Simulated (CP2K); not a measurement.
Band structure of LuGaAu (C2/m, 6 atoms in the cell).

```
LuGaAu
1.0
    5.57803     0.00000     0.00000
    3.83979     4.04603     0.00000
   -4.19718    -1.80317     5.19143
Lu Ga Au
2 2 2
Direct
  0.46353   0.46353   0.70337
  0.53647   0.53647   0.29663
  0.15764   0.15764   0.10714
  0.84236   0.84236   0.89286
  0.82323   0.82323   0.28650
  0.17677   0.17677   0.71350
```

Method: LDA (Pade form), GPW, DZVP-MOLOPT-SR-GTH basis, GTH-PADE potentials (GTH_POTENTIALS) in CP2K.

Settings: CUTOFF = 600 Ry; REL_CUTOFF = 40 Ry; SMEAR/METHOD = FERMI_DIRAC; ELECTRONIC_TEMPERATURE = 580.23 K; KPOINTS/SCHEME = MONKHORST-PACK 4 4 3; GAMMA_CENTERED = T; XC_FUNCTIONAL = PADE; Lu/BASIS_SET = DZVP-MOLOPT-SR-GTH-q25; Lu/POTENTIAL = GTH-PADE-q25; Ga/BASIS_SET = DZVP-MOLOPT-SR-GTH-q13; Ga/POTENTIAL = GTH-PADE-q13; Au/BASIS_SET = DZVP-MOLOPT-SR-GTH-q11; Au/POTENTIAL = GTH-PADE-q11; METHOD = GPW.

The starting cell comes from a database of computed structures (which also holds hypothetical and non-ambient phases and stackings), without a prior relaxation at this level. Spin-orbit coupling is off. Values carry the incompleteness of an atom-centred basis.

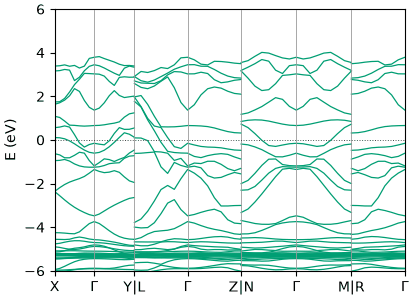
Bands along the path, energies from the Fermi level.

Levels in eV from the Fermi level, bands 47 to 52:
| point | 47 | 48 | 49 | 50 | 51 | 52 |
|---|---|---|---|---|---|---|
| X | -0.95 | -0.63 | 0.11 | 0.56 | 1.08 | 1.63 |
| Γ | -1.25 | -1.19 | -0.61 | -0.15 | 0.66 | 1.37 |
| Y | -0.72 | -0.46 | 0.12 | 0.55 | 1.24 | 2.01 |
| Z | -1.56 | -1.30 | -0.88 | -0.48 | 0.32 | 2.10 |
| M | -2.31 | -2.00 | -0.19 | 0.73 | 0.85 | 1.17 |

Bands cross the Fermi level along this path, so the cell is metallic at this level.

Higher empty bands are left out: an atom-centred basis made for the valence describes them poorly.
